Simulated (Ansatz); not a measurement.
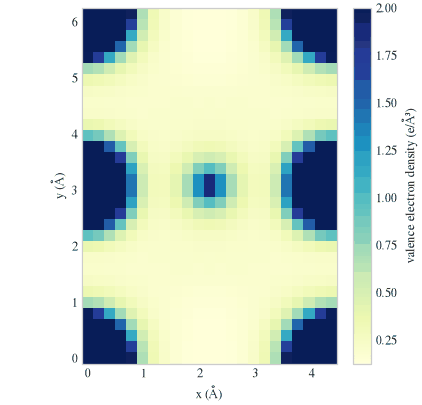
Valence electron density (e/Å³), cut off at 2 on a lattice plane, r²SCAN in the plane-wave PAW code Ansatz

Problem. Which compound is it?
A. RhPb, CsCl type
B. ZrB2, P6_3/mmc (Zr on 2c, B on 4f)
C. LaZrNO2, I2_12_12_1 (Pearson symbol oI20)
D. Zr3HRh, Pm-3m (Rh on 1a, Zr on 3c, H on 1b)

Solution. D, Zr3HRh, Pm-3m (Rh on 1a, Zr on 3c, H on 1b). Atoms in the plane, in fractions of its two edges: Rh at (0.00, 0.00), Zr at (0.00, 0.50), H at (0.50, 0.50).

The density is the valence pseudo-density with augmentation charge, so density and ELF within about 1 Å of a nucleus are not all-electron values.

The start of the workflow was typed in or built on a structure type; neither database checked (COD, Materials Project) lists it. Whether it is the stable phase at ambient conditions was not checked. The cell was relaxed with r²SCAN under the symmetry of its start. At this level the phase is mechanically unstable. No spin polarisation was allowed.

Potentials: the earlier of the program's two PAW sets.
